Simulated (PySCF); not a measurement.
## Excited-state calculation of C4H12Si3

System: C4H12Si3, SMILES C[C@H]([SiH3])[SiH2]C#C[SiH3].
Method: TDDFT HCTH407/def2-SVPD, vertical, gas phase, core orbitals frozen in the response (PySCF 2.14.0).

The geometry comes from this level: GFN2-xTB. It belongs to a series of runs on one base structure; here: HCTH407/def2-SVPD; 6 states; guess atom; damp 0.3.

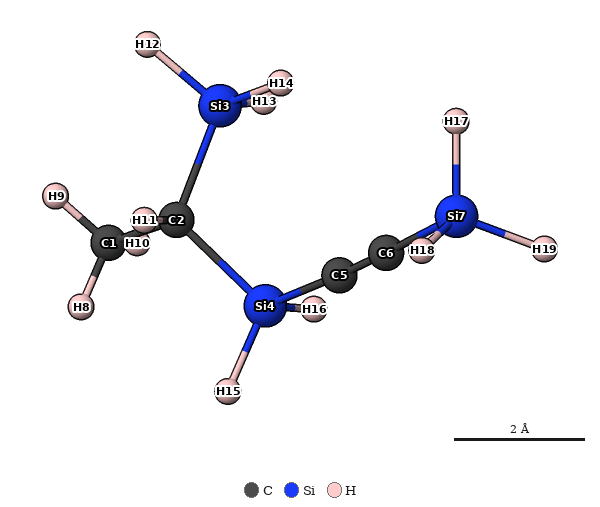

*The structure (ball-and-stick view, seen at a tilt; atoms are numbered from 1 in the order of the input).*

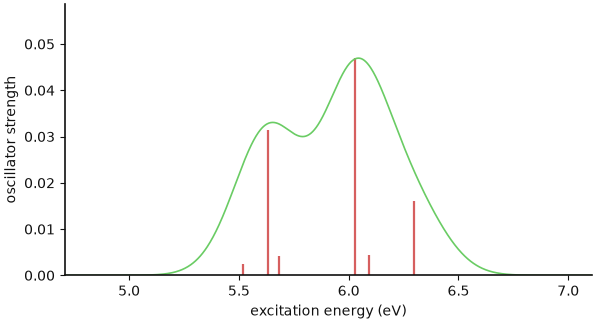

*Computed excitations as sticks (degenerate states added up, dark ones marked on the axis), with a Gaussian envelope of 0.35 eV full width at half maximum, scaled to the tallest.*

Of the 6 states the lowest lies at 5.52 eV (f = 0.002); the strongest line is at 6.03 eV, or 206 nm (f = 0.047).

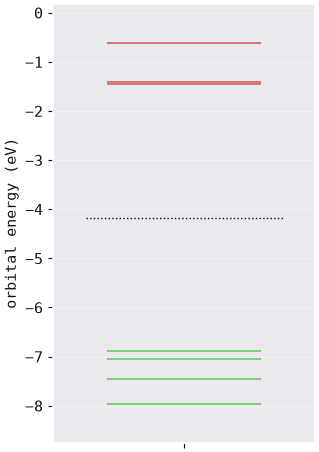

*Orbital energies near the frontier; the dotted line parts filled from empty levels, and levels within 0.02 eV of each other stand side by side.*

Highest filled −6.90 eV, lowest empty −1.45 eV, 5.45 eV apart.

The input that produced these results follows, with the program's output.

**Input file**
```
{"job": {"kind": "uv", "xc": "HCTH407", "basis": "def2-SVPD", "nstates": 6, "ntriplets": 2, "tda": false, "scf": {"guess": "atom", "damp": 0.3}}, "charge": 0, "multiplicity": 1}
C     -2.909962    -0.789135     0.168343
C     -1.500741    -0.219551     0.332400
Si    -1.370350     1.512434    -0.452246
Si    -0.189119    -1.442266    -0.324452
C      1.470138    -0.702123     0.023088
C      2.534723    -0.180738     0.271333
Si     4.140936     0.651055     0.650741
H     -3.004446    -1.758709     0.657491
H     -3.654436    -0.121745     0.601929
H     -3.153358    -0.920009    -0.884845
H     -1.313502    -0.100519     1.405799
H     -2.391224     2.385915     0.139290
H     -1.619185     1.413268    -1.893298
H     -0.042433     2.074112    -0.210514
H     -0.292847    -2.730698     0.378813
H     -0.338882    -1.648315    -1.771440
H      3.943803     2.099177     0.534216
H      4.535879     0.297153     2.017540
H      5.145204     0.189943    -0.311765
```

The first line tells a small driver script what to run in PySCF; the rest is the geometry in Å.

Run as:
```bash
OMP_NUM_THREADS=1 python <driver script> task.json out
```

**The program's output**
```
damping 0.30 in the first 6 cycles
final grid: 145080 points
cycle   1  E = -1027.2850566651  dE =  1.222e+00  |g| = 1.290e+00  |ddm| = 9.150e+00
cycle   2  E = -1027.4511222849  dE = -1.661e-01  |g| = 1.040e+00  |ddm| = 3.529e+00
cycle   3  E = -1027.5093481665  dE = -5.823e-02  |g| = 9.699e-01  |ddm| = 3.119e+00
cycle   4  E = -1027.4785978870  dE =  3.075e-02  |g| = 9.928e-01  |ddm| = 2.888e+00
cycle   5  E = -1027.3510977870  dE =  1.275e-01  |g| = 1.239e+00  |ddm| = 3.082e+00
cycle   6  E = -1023.3388269531  dE =  4.012e+00  |g| = 3.287e+00  |ddm| = 1.645e+01
cycle   7  E = -985.7365055045  dE =  3.760e+01  |g| = 9.229e+00  |ddm| = 2.727e+01
cycle   8  E = -1026.1012417648  dE = -4.036e+01  |g| = 2.346e+00  |ddm| = 2.241e+01
cycle   9  E = -1027.2217014934  dE = -1.120e+00  |g| = 1.339e+00  |ddm| = 9.577e+00
cycle  10  E = -1027.6580731071  dE = -4.364e-01  |g| = 6.129e-01  |ddm| = 2.845e+00
cycle  11  E = -1027.7623815291  dE = -1.043e-01  |g| = 2.641e-01  |ddm| = 1.411e+00
cycle  12  E = -1027.7819280600  dE = -1.955e-02  |g| = 7.210e-02  |ddm| = 5.521e-01
cycle  13  E = -1027.7834245440  dE = -1.496e-03  |g| = 2.406e-02  |ddm| = 1.713e-01
cycle  14  E = -1027.7836013890  dE = -1.768e-04  |g| = 6.757e-03  |ddm| = 5.897e-02
cycle  15  E = -1027.7836148933  dE = -1.350e-05  |g| = 1.862e-03  |ddm| = 1.435e-02
cycle  16  E = -1027.7836159306  dE = -1.037e-06  |g| = 4.081e-04  |ddm| = 3.900e-03
cycle  17  E = -1027.7836159816  dE = -5.102e-08  |g| = 8.038e-05  |ddm| = 1.367e-03
cycle  18  E = -1027.7836159835  dE = -1.867e-09  |g| = 3.617e-05  |ddm| = 2.086e-04
cycle  19  E = -1027.7836159838  dE = -3.524e-10  |g| = 1.119e-05  |ddm| = 8.450e-05
converged SCF energy = -1027.7836159838

Static polarisability (au): isotropic 134.395, principal 104.132 124.311 174.744

Singlet excitations
state   eV       nm        f      main configurations
  1   5.5190    224.6   0.00245   H->L+1 0.88, H-1->L 0.12
  2   5.6325    220.1   0.03151   H->L 0.70, H-1->L+1 0.28
  3   5.6824    218.2   0.00425   H-1->L 0.88, H->L+1 0.12
  4   6.0272    205.7   0.04695   H-2->L 0.76, H-1->L+1 0.20
  5   6.0948    203.4   0.00432   H-2->L+1 0.99
  6   6.2956    196.9   0.01600   H->L+2 0.95

Triplet excitations (Tamm-Dancoff, eV): 4.5672 5.0807
```

**Summary**

```csv
quantity,value
outcome,converged
total energy,−1027.783616 hartree
HOMO,−6.90 eV
LUMO,−1.45 eV
dipole moment,0.75 D
mean polarisability,134.40 a.u.
lowest singlet excitation,5.52 eV
hardware,"1 CPU thread, shared host"
wall time,78 s
peak memory,0.75 GiB
```

**Notes**

Settings chosen away from the usual ones: HCTH407/def2-SVPD; 6 states; guess atom; damp 0.3.
